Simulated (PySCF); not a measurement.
SMILES C[Si](C)(C)[O][AlH2], singlet at its GFN2-xTB optimised geometry (Å):

```
17

Al    -2.1137    -0.1126     0.0000
H     -2.8810     1.2171     0.0000
H     -2.8827    -1.4413    -0.0074
O     -0.4527    -0.1126     0.0000
Si     1.2076    -0.1194    -0.0351
C      1.7886     1.6471     0.3776
C      1.7997    -1.3770     1.2678
C      1.7220    -0.6380    -1.7948
H      2.8710     1.7224     0.3457
H      1.4654     1.9463     1.3706
H      1.3849     2.3686    -0.3269
H      1.4757    -1.0938     2.2654
H      2.8827    -1.4477     1.2807
H      1.4050    -2.3686     1.0665
H      1.3413     0.0585    -2.5367
H      1.3347    -1.6220    -2.0433
H      2.8019    -0.6718    -1.8972
```

Computed with PBE0/def2-SVP run with PySCF. Cells within 0.4 Å of a nucleus heavier than hydrogen are left out (blank, or x).

Map of the electron localisation function on the plane z = 0.6 Å:

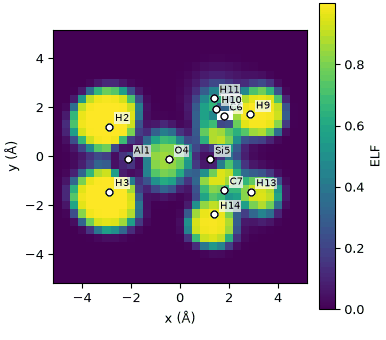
Figure. Electron localisation function on the plane z = 0.6 Å.
